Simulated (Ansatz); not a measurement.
Input

```
crystal:
  periodic: [false, false, false]
  atoms:
    - { symbol: Si, position_ang: [0.0, 0.0, 0.0] }
    - { symbol: F, position_ang: [0.0, 0.0, 1.94] }
    - { symbol: H, position_ang: [1.3768, 0.0, -0.4862] }
    - { symbol: H, position_ang: [-0.6877, 1.1914, -0.4862] }
    - { symbol: H, position_ang: [-0.6877, -1.1914, -0.4862] }
    - { symbol: "N", position_ang: [-2.0118, 0.0, 0.6685] }
    - { symbol: H, position_ang: [-2.7319, -0.6071, 0.1822] }
    - { symbol: H, position_ang: [-2.2977, 0.6071, 1.489] }
    - { symbol: H, position_ang: [-1.1911, 0.0, 1.7191] }
basis:
  gaussian: { orbitals: def2-SVP }
hamiltonian:
  xc: pbe0
  dispersion: d4
relax:
  f_tol: 0.15
  max_steps: 25
  restrain:
    - { distance: [0, 5], at: 1.82, k: 30.0 }
    - { distance: [8, 1], at: 0.92, k: 30.0 }
    - { distance: [0, 1], at: 2.79, k: 30.0 }
    - { distance: [8, 5], at: 2.26, k: 30.0 }
output:
  orbitals: {}
```

Launched as:

```sh
ansatz run input.yaml --threads 1 --pin off --max-ram 2048MiB --backend cpu --events-out ev --progress --plain --runs-dir out
```

The fields are those of the run's last geometry, not of the input's.

Not at a stationary point (largest force 0.9 eV/Å).

All numbers below come from RKS PBE0-D4/def2-SVP in Ansatz 0.2.0.

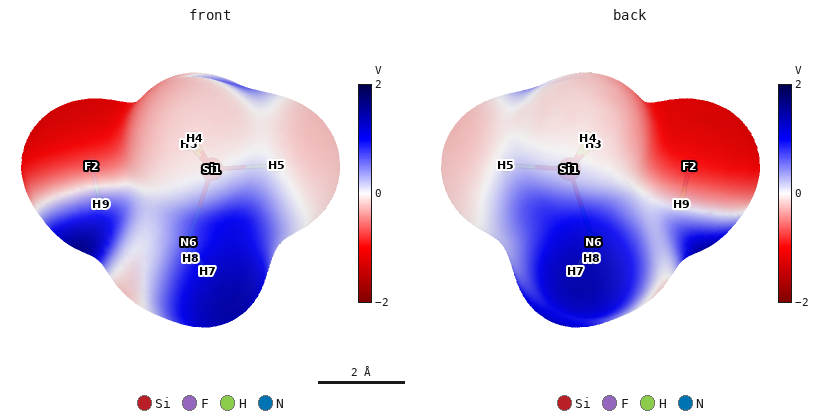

H5NSi···HF. The electrostatic potential painted on the density surface at 0.001 e/bohr³, seen from the front and from behind; the colour scale runs from red (negative) to blue (positive).

> Which sites attract a positive test charge, and which a negative one?

A positive charge is drawn to the negative regions and a negative charge to the positive ones. The most negative region (about −1.2 V) lies over F2, the most positive (about +1.5 V) over H7, H8 and H9.
